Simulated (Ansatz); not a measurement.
Dissociation curve of LiNa, singlet.

RCCSD(T) = CCSD(T) on RHF/cc-pVTZ, frozen core (Ansatz, a program for electronic structure); RKS-PBE = Ansatz with restricted PBE/cc-pVTZ; RKS-B3LYP = restricted B3LYP/cc-pVTZ in Ansatz; UCCSD(T) = CCSD(T) on UHF/cc-pVTZ, frozen core (Ansatz); UKS-PBE = unrestricted PBE/cc-pVTZ run with Ansatz; UKS-B3LYP = Ansatz with unrestricted B3LYP/cc-pVTZ; FCI = full CI/cc-pVTZ, frozen core run with Ansatz.

Cost and accuracy over the 20 points of the scan, with FCI as yardstick. Costs are rough ratios of core time within Ansatz on shared cores, each with its mean field (Kohn-Sham runs search longer for lower solutions than correlated ones do); the miss is the largest error against full CI of the curve after the mean shift, in kJ/mol.

### Question
Which is the cheapest of these levels that stays within 4.8 kJ/mol of FCI?

### Answer
RCCSD(T).

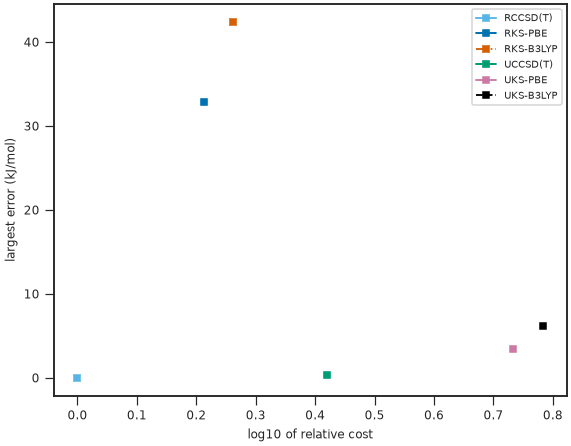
*Miss against cost, one point a level.*

| level | relative cost | largest error |
|---|---|---|
| RCCSD(T) | 1 | 0.0 |
| RKS-PBE | 2 | 32.9 |
| RKS-B3LYP | 2 | 42.4 |
| UCCSD(T) | 3 | 0.3 |
| UKS-PBE | 5 | 3.5 |
| UKS-B3LYP | 6 | 6.1 |

Costs within a factor of two of each other count as equal.

With two correlated electrons CCSD is exact in the basis where it finds the lowest root (RCCSD(T), UCCSD(T)). The restricted form behind RKS-PBE, RKS-B3LYP keeps the bonding electrons paired and can't separate into open-shell fragments. The unrestricted determinant behind UCCSD(T) is spin-contaminated at 2.34 to 8.90 Å (<S²> up to 1.0, against 0.00 for a pure singlet). The unrestricted determinant behind UKS-PBE, UKS-B3LYP is spin-contaminated at 3.95 to 8.90 Å (<S²> up to 1.0, against 0.00 for a pure singlet).
